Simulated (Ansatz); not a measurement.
# HO (charge -1): comparison of methods with full CI from a Python script

A script is to give a comparison of methods with full CI; the system is HO (charge -1).

All numbers are computed with Ansatz 0.2.0 through its Python package. The levels of theory stand in the script.

## 1. Starting point

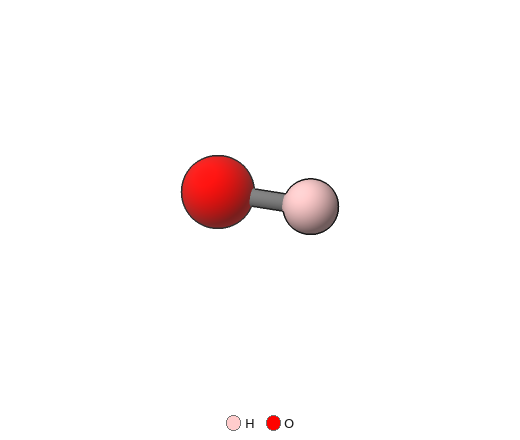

The structure that the script starts from, seen from a chosen angle (hydrogen pink, oxygen red).

No structure file is read: the coordinates are typed or built in the script.

## 2. The script

Contents of fci_ho.py:

```python
"""Approximate methods against full CI for HO(-) in a small basis."""

import ansatz as az
from ase import Atoms


def main() -> None:
    atoms = Atoms(["H", "O"], positions=[
        (0.0, 0.0, 0.0),
        (0.0, 0.0, 1.02),
    ])
    system = az.Crystal.molecule_from_ase(atoms)

    model = system.calculation().basis(gaussian="6-31G").charge(-1)
    exact = model.correlation("fci").run().report
    print(f"full CI {exact['free_energy_ev'] / 27.211386246:.7f} Ha over {exact['configurations']['states'][0]['n_determinants']} determinants")
    print("natural occupations", [round(n, 4) for n in exact["configurations"]["natural_occupations"]])
    print(f"hf       misses {1000 * (exact['reference_energy_ev'] - exact['free_energy_ev']) / 27.211386246:9.3f} mHa")
    for method in ["mp2", "ccsd", "ccsd_t", "ccsdt"]:
        e = model.correlation(method).run().report["free_energy_ev"]
        print(f"{method:8s} misses {1000 * (e - exact['free_energy_ev']) / 27.211386246:9.3f} mHa")


if __name__ == "__main__":
    main()
```

## 3. What the engine is handed

The engine receives this input (first run):

```yaml
crystal:
  periodic: [false, false, false]
  atoms:
    - { symbol: H, position_ang: [0.0, 0.0, 0.0] }
    - { symbol: O, position_ang: [0.0, 0.0, 1.02] }
basis:
  gaussian:
    orbitals: "6-31G"
total_charge: -1.0
correlation:
  method: fci
```

## 4. Running it

Command:

```console
> python fci_ho.py
```

Log:

```text
full CI -75.4440151 Ha over 11124 determinants
natural occupations [1.9879, 1.9792, 1.9792, 1.9574, 0.0395, 0.0197, 0.0197, 0.012, 0.0034, 0.0018]
hf       misses   133.342 mHa
mp2      misses     6.537 mHa
ccsd     misses     1.588 mHa
ccsd_t   misses     0.586 mHa
ccsdt    misses     0.511 mHa
```

It took 1.3 s on 1 thread of Arm Neoverse V2, shared host; peak memory 0.16 GiB.

## 5. What changed from run to run

The engine's inputs for some of the other runs:

Run 2, against run 1:

```diff
@@ -11 +11 @@
-  method: fci
+  method: mp2
```

Run 3, against run 1:

```diff
@@ -11 +11 @@
-  method: fci
+  method: ccsd
```

Run 4, against run 1:

```diff
@@ -11 +11 @@
-  method: fci
+  method: ccsd_t
```

## 6. Run by run

From the records of these 5 runs:

| run | method | energy (eV) | iterations in all | CPU time (s) |
| --- | --- | --- | --- | --- |
| 1 | fci | -2052.9362 | 12 | 0.57 |
| 2 | mp2 | -2052.7583 | 12 | 0.02 |
| 3 | ccsd | -2052.8930 | 18 | 0.07 |
| 4 | ccsd_t | -2052.9203 | 18 | 0.07 |
| 5 | ccsdt | -2052.9223 | 18 | 0.13 |

Correlation energies (total less mean field):

| method | correlation (eV) | share of the last | miss against the last (eV) | CPU time (s) |
| --- | --- | --- | --- | --- |
| mp2 | -3.451 | 95.5 % | +0.164 | 0.02 |
| ccsd | -3.585 | 99.2 % | +0.029 | 0.07 |
| ccsd_t | -3.612 | 99.9 % | +0.002 | 0.07 |
| ccsdt | -3.615 | 100.0 % | +0.000 | 0.13 |

## 7. Results

| quantity | value |
| --- | --- |
| natural occupations | 1.9879, 1.9792, 1.9792, 1.9574, 0.0395, 0.0197, 0.0197, 0.012, 0.0034 |
| hf misses full CI by | 133.342 mHa |
| mp2 misses full CI by | 6.537 mHa |
| ccsd misses full CI by | 1.588 mHa |
| ccsd_t misses full CI by | 0.586 mHa |
| ccsdt misses full CI by | 0.511 mHa |
| runs compared | 5 |
| correlation energy, last run | -3.615 eV |

What this shows: The natural occupations stay near whole numbers, so one determinant describes the state well. Against full CI in this basis, ccsdt comes nearest; 1.6 mHa is 1 kcal/mol. mp2 catches 95 % of the correlation energy of ccsdt. Notes:
- Full CI is exact only within this small basis and its frozen core, at an unrelaxed geometry.
- Anions want diffuse functions, which this basis lacks.
